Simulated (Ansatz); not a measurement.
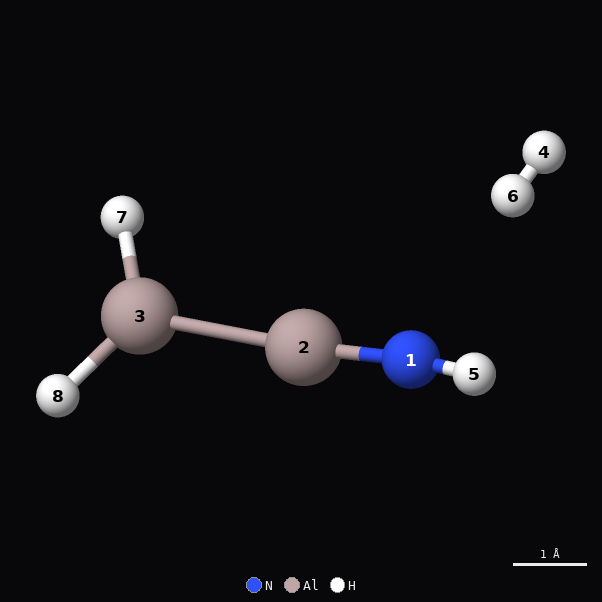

Computed geometry: PBE0-D4/def2-TZVP optimisation. No frequency run is at hand to confirm it as a minimum.

Q: How are the neighbours of atom 2 arranged?

A: Al2 has 2 neighbours (N1 at 1.63, Al3 at 2.55 Å); the arrangement is linear.

Q: How are the neighbours of atom 3 arranged?

A: Al3 has 3 neighbours (Al2 at 2.55, H7 at 1.58, H8 at 1.58 Å); the arrangement is trigonal planar.

Q: Describe the coordination of atom 1.

A: N1 has 2 neighbours (Al2 at 1.63, H5 at 1.00 Å); the arrangement is linear.
